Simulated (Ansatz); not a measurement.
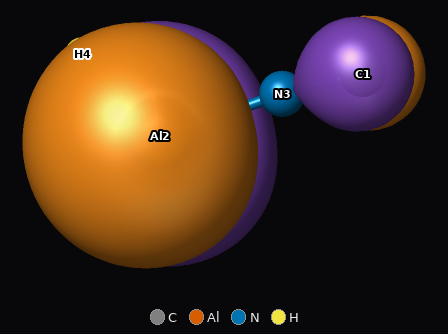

The picture shows: CHAlN (SMILES [C-]#[N+][AlH]) (doublet). The LUMO (α) at ±0.08 Å⁻³ᐟ² (orange and purple are the two phases), seen across its widest extent.

Geometry: B3LYP-D3(BJ)/def2-SVP.

Theory: isolated molecule in a Gaussian basis; Kohn-Sham density functional theory, functional PBE0 in Ansatz 0.2.0.

Q: Where does this orbital lie, and at what energy?

A: By Hirshfeld shares it lies mainly on Al2 (about 80 %) and C1 (about 10 %); it changes sign across the molecular plane (π type). Its energy is −2.54 eV.
